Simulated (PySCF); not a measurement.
## Electronic structure of CH$_{3}$BSi (SMILES [BH]C=[SiH+]) (charge +1, doublet) in real space

```yaml
atoms:
  - { symbol: C, position_ang: [0.0408, 1.7532, -1.0343] }
  - { symbol: B, position_ang: [0.4821, 0.5164, -0.5130] }
  - { symbol: Si, position_ang: [0.3887, 3.2994, -0.2613] }
  - { symbol: H, position_ang: [0.8717, -0.5024, -0.0430] }
  - { symbol: H, position_ang: [-0.5498, 1.7860, -1.9674] }
  - { symbol: H, position_ang: [-0.1122, 4.5710, -0.8739] }
```

Geometry: PBE0-D3(BJ)/def2-SVP.

All numbers below come from Gaussian-basis quantum chemistry of an isolated molecule with PySCF, energy and nuclear gradient, functional PBE0 in PySCF 2.14.0.

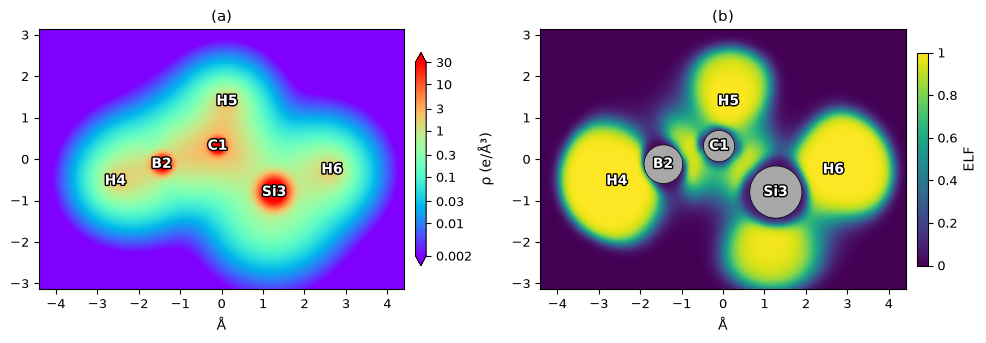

Figure 1. (a) electron density; (b) ELF on the molecular plane. Grey discs cover the atomic cores in the ELF map.

> Interpret the plot.

Atoms in the plane: C, B, Si and H. C–B (1.41 Å): ρ is about 1.8 e/Å³ halfway; the ELF peaks at about 0.95 between the atoms; a covalent bond. C–Si (1.76 Å): the density is about 1.1 e/Å³ at the midpoint; the ELF peaks at about 0.90 between the atoms, as expected for a covalent bond. C–H (1.10 Å): the density is about 1.9 e/Å³ at the midpoint; the ELF climbs to about 1 towards the hydrogen, as it does in any bond to H: an ordinary covalent bond to hydrogen. B–H (1.19 Å): ρ at the midpoint is about 1.4 e/Å³; the ELF climbs to about 1 towards the hydrogen (an ordinary covalent bond to hydrogen). Si–H (1.50 Å): ρ is about 0.84 e/Å³ halfway; the ELF climbs to about 1 towards the hydrogen. The ELF also peaks beside Si3, away from the bonds: non-bonding electrons, paired or unpaired.

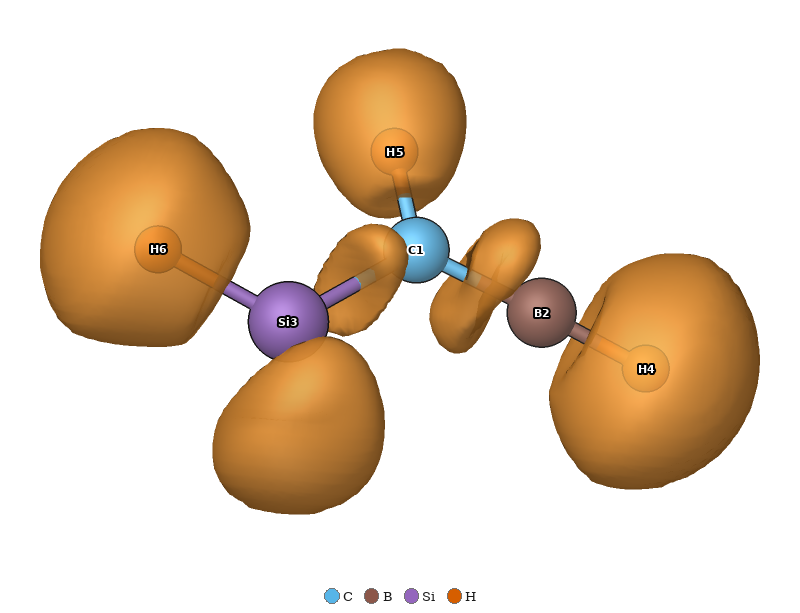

Figure 2. Isosurface of the electron localisation function at 0.85 (orange), seen at a tilt. Core shells and regions of very low density are left out.

> Describe the localisation domains.

The ELF exceeds this value in one region between bonded B–C atoms (shared pairs), one region between bonded C–Si atoms (shared pairs), three regions around hydrogen nuclei and one lobe on Si, pointing away from the bonds (non-bonding electrons).

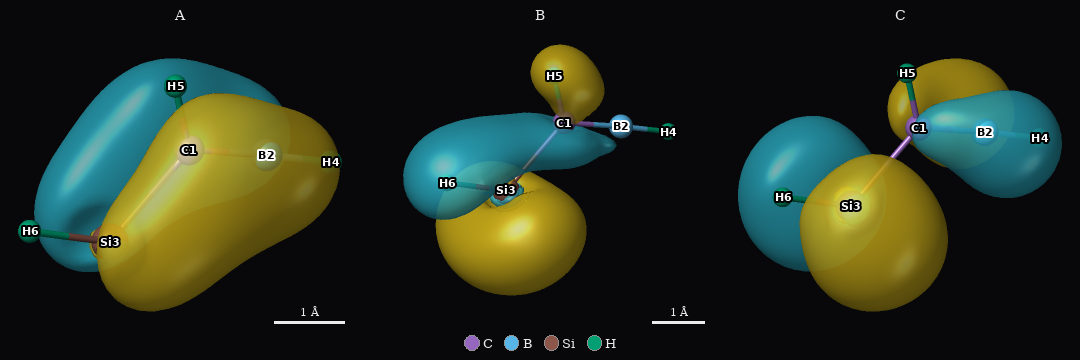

Figure 3. Three frontier orbitals at ±0.1 Å⁻³ᐟ² (yellow and cyan are the two phases), in no order.

> Order the three orbitals by energy and name them. All are α orbitals.

A is the HOMO−1 (α) (−13.78 eV). It lies mainly on C1 (about 50 %), Si3 (about 25 %) and B2 (about 25 %); it changes sign across the molecular plane (π type); π-bonding across C1–B2 and C1–Si3. B is the HOMO (α) (−13.21 eV). Its weight (Hirshfeld) is mainly on Si3 (about 75 %), H6 (about 10 %) and C1 (about 10 %); it is symmetric in the molecular plane (an in-plane orbital: σ, lone-pair or in-plane π type). C is the LUMO (α) (−8.53 eV). It lies mainly on Si3 (about 65 %), B2 (about 20 %) and C1 (about 10 %); it changes sign across the molecular plane (π type); π-bonding across C1–B2.

> What is the gap between the highest occupied and lowest empty α orbitals?

4.68 eV between the orbital energies.

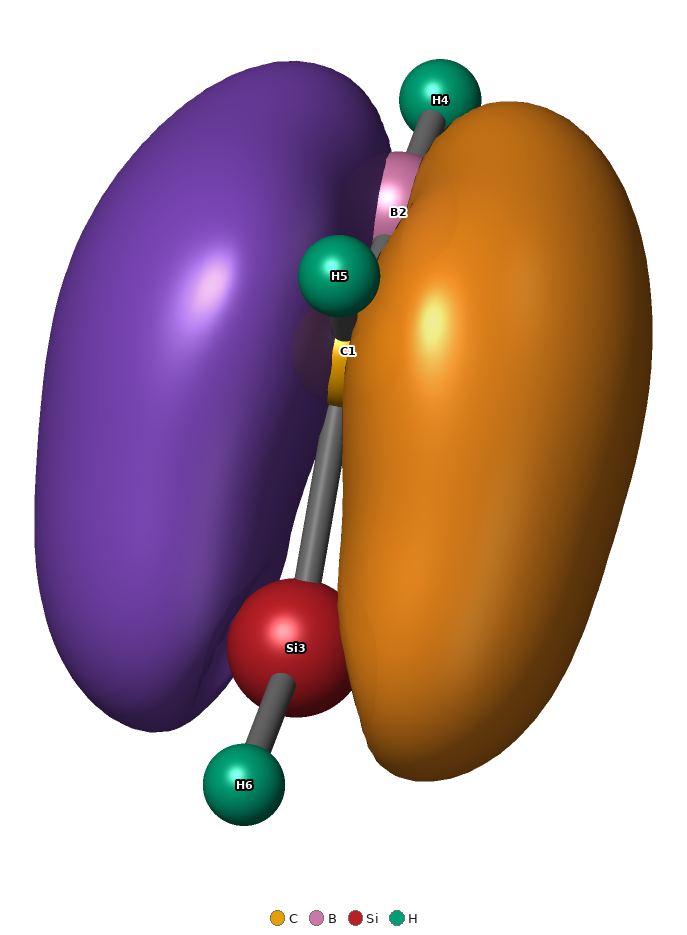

Figure 4. The HOMO−1 (α) at ±0.1 Å⁻³ᐟ² (orange and purple are the two phases), seen at an oblique angle.

> Describe this orbital and give its energy.

It lies mainly on C1 (about 50 %), Si3 (about 25 %) and B2 (about 25 %); it changes sign across the molecular plane (π type); π-bonding across C1–B2 and C1–Si3. Its energy is −13.78 eV.
